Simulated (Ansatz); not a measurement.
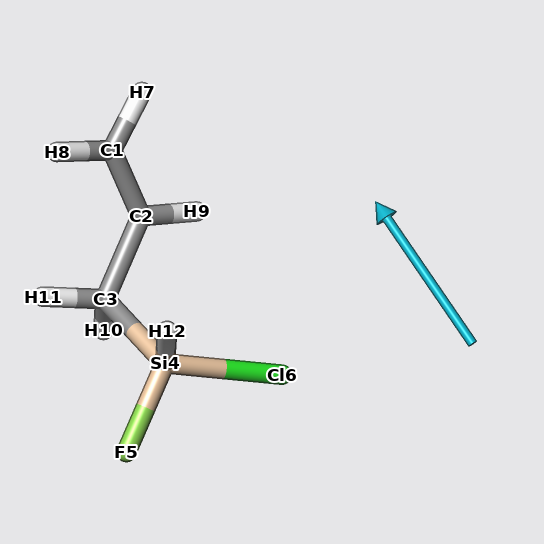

The arrow beside the molecule shows the direction of the dipole moment, from the negative to the positive end (its length means nothing). The geometry was computed by an optimisation with PBE0-D4/def2-TZVP. No frequency run is at hand to confirm it as a minimum. Level of theory: RKS B3LYP-D4/def2-TZVPP (Ansatz 0.2.0).

Estimate the dipole moment.

Answer. 1.75 D; it points from the side of Cl6 to the side of H7, H8 (the outermost atoms at the two ends).
